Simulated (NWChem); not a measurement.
# quartet C2HF2Ge: levels of theory compared

Aim: a comparison of 6 runs (UHF/6-31G*, UB3LYP/6-31G*, UM06-2X/6-31G*, UPBE0/6-31G*, USVWN5/6-31G*, UMP2/6-31G*) of quartet C2HF2Ge. 

The calculation is run with NWChem 7.3.0.

**1. The molecule**

The species is C2HF2Ge (6 atoms), meant as a quartet with charge 0. As SMILES of the parent species, `C#[C][Ge]([F])[F]`. Geometry: relaxed at PBE0-D4/def2-TZVP. That shape belongs to the parent species and isn't relaxed for this state.

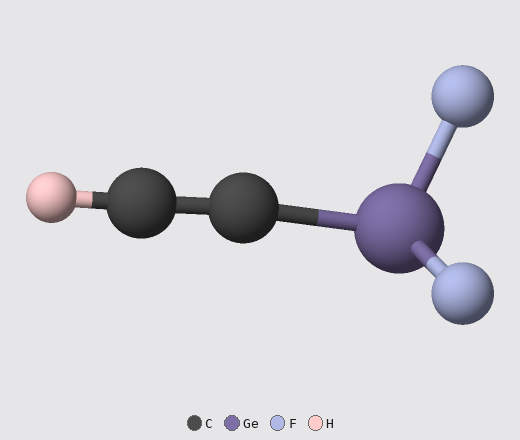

The structure, seen from a chosen angle (carbon dark grey, germanium purple, fluorine light blue, hydrogen pink).

**2. The energy at UHF/6-31G(d) (spherical functions) (run 1)**

mol.nw

```
start mol
memory total 2200 mb

geometry units angstroms noautosym nocenter noautoz
  C     -0.190100     0.518400     1.692900
  C     -0.131400     0.204200     0.530300
  Ge    -0.289600    -0.139700    -1.323100
  F     -0.276600    -1.850600    -1.565100
  F      1.142900     0.424100    -2.108200
  H     -0.213200     0.779700     2.727000
end

basis spherical bse
  * library 6-31G*
end

scf
  quartet
  uhf
  thresh 1e-08
  maxiter 80
end

task scf energy
```

Started as:

```
$ nwchem mol.nw > mol.out
```

What it wrote:

```text
[...]
  functions       =    90
[...]
  wavefunction    = UHF
[...]
         Total SCF energy =  -2350.088536045283
      One electron energy =  -3949.477884354206
      Two electron energy =   1260.949828741670
 Nuclear repulsion energy =    338.439519567253
                       Sz =      1.5000
                 Sz(Sz+1) =      3.7500
                      S^2 =      3.7792
[...]
```

Wall time 64 s (1 thread of AMD EPYC 9R45 (Zen 5), shared host); peak memory 0.099 GiB.

**3. A single-point energy at UB3LYP/6-31G(d) (spherical functions) (run 2)**

c2hf2ge.nw

```
start c2hf2ge
title "C2HF2Ge energy"
memory 2200 mb
charge 0

geometry noautosym nocenter noautoz
  C    -0.190100    0.518400    1.692900
  C    -0.131400    0.204200    0.530300
  Ge   -0.289600   -0.139700   -1.323100
  F    -0.276600   -1.850600   -1.565100
  F     1.142900    0.424100   -2.108200
  H    -0.213200    0.779700    2.727000
end

basis spherical bse
  * library 6-31G*
end

dft
  xc b3lyp
  mult 4
  grid fine
  convergence energy 1e-08
  maxiter 100
  mulliken
end

task dft energy
```

Started as:

```
$ nwchem c2hf2ge.nw > c2hf2ge.out
```

What it wrote:

```text
[...]
          Wavefunction type:  spin polarized.
          No. of atoms     :     6
          No. of electrons :    63
[...]
          Charge           :     0
          Spin multiplicity:     4
[...]
          AO basis - number of functions:    90
[...]
              XC Information
              --------------
                         B3LYP Method XC Potential
                     Hartree-Fock (Exact) Exchange  0.200
                        Slater Exchange Functional  0.800 local
                    Becke 1988 Exchange Functional  0.720 non-local
              Lee-Yang-Parr Correlation Functional  0.810
                  VWN I RPA Correlation Functional  0.190 local
[...]
 d= 0,ls=0.0,diis     1  -2352.8666292780 -2.69D+03  1.36D-02  2.75D-01     1.8
[...]
 d= 0,ls=0.5,diis    38  -2353.0175317720 -6.15D-09  6.04D-08  4.55D-10    50.9
[...]
         Total DFT energy =    -2353.017531775542
      One electron energy =    -3949.473880788516
           Coulomb energy =     1369.323798256598
    Exchange-Corr. energy =     -111.306968810876
 Nuclear repulsion energy =      338.439519567253
[...]
      Total Density - Mulliken Population Analysis
     ---------------------------------------------
    Atom       Charge   Shell Charges
 -----------   ------   -------------------------------------------------------
    1 C    6     6.04   2.00  0.71  1.98  0.56  0.77  0.03
    2 C    6     5.97   2.00  0.70  1.93  0.85  0.45  0.03
    3 Ge  32    31.47   2.00  2.00  6.00  2.00  5.99  1.27  1.58  0.13  0.24  6.88  2.94  0.45
    4 F    9     9.37   2.00  0.93  3.29  1.03  2.11  0.01
    5 F    9     9.37   2.00  0.93  3.29  1.03  2.11  0.01
    6 H    1     0.77   0.50  0.27
[...]
      <S2> =      3.7567 (Exact =     3.7500)
[...]
```

Wall time 53 s (1 thread of AMD EPYC 9R45 (Zen 5), shared host); peak memory 0.12 GiB.

Runs 3 to 5 aren't shown in full; the table further down has their settings and results.

**4. The energy at UMP2/6-31G(d) (spherical functions) (run 6)**

calc.nw

```
echo
start calc
memory total 2200 mb

geometry units angstroms noautosym nocenter noautoz
  C    -0.190100    0.518400    1.692900
  C    -0.131400    0.204200    0.530300
  Ge   -0.289600   -0.139700   -1.323100
  F    -0.276600   -1.850600   -1.565100
  F     1.142900    0.424100   -2.108200
  H    -0.213200    0.779700    2.727000
end

basis spherical bse
  C library 6-31G*
  Ge library 6-31G*
  F library 6-31G*
  H library 6-31G*
end

scf
  nopen 3
  uhf
  thresh 1e-08
  maxiter 80
  print medium
end

mp2
  freeze core 13
  tight
end

task mp2 energy
```

Started as:

```
$ nwchem calc.nw > calc.out
```

What it wrote:

```text
[...]
  functions       =    90
[...]
  wavefunction    = UHF
[...]
         Total SCF energy =  -2350.088536045283
      One electron energy =  -3949.477884354206
      Two electron energy =   1260.949828741670
 Nuclear repulsion energy =    338.439519567253
                       Sz =      1.5000
                 Sz(Sz+1) =      3.7500
                      S^2 =      3.7792
[...]
          Total MP2 energy         -2350.855053618473
[...]
```

Run time: 70 s. Hardware: 1 thread of AMD EPYC 9R45 (Zen 5), shared host; peak memory 0.27 GiB.

**5. All runs side by side**

```tsv
run	level	iteration cap	module	energy (Eh)	dipole moment (D) of the reference	HOMO energy (eV)	⟨S²⟩	wall time
1	UHF/6-31G* (spherical functions)	80	scf	-2350.088536	3.94	-6.84	3.779	64 s
2	UB3LYP/6-31G* (spherical functions)	100	dft	-2353.017532	3.65	-3.56	3.757	53 s
3	UM06-2X/6-31G* (spherical functions)	100	dft	-2352.876792	3.76	-4.69	3.759	20 s
4	UPBE0/6-31G* (spherical functions)	100	dft	-2352.434336	3.66	-3.92	3.758	47 s
5	USVWN5/6-31G* (spherical functions)	100	dft	-2347.839739	3.52	-2.77	3.753	79 s
6	UMP2/6-31G* (spherical functions)	80	mp2	-2350.855054	–	-6.84	3.779	70 s
```

**6. Summary of results**

```
                                                         quantity           value
                                              run 6: total energy  -2350.85505 Eh
run 6: HOMO energy (Hartree–Fock orbitals) (highest over α and β)        -6.84 eV
 run 6: LUMO energy (Hartree–Fock orbitals) (lowest over α and β)        -0.05 eV
              run 6: correlation energy (13 core orbitals frozen)      -766.5 mEh
                         run 6: ⟨S²⟩ of the reference determinant           3.779
```

Over runs 1, 2, 3, 4, 5 the dipole moment (its size) runs from 3.52 D (USVWN5/6-31G*) to 3.94 D (UHF/6-31G*). Totals of different functionals can't be ranked against each other. All runs together took 5.5 min, the longest 79 s.
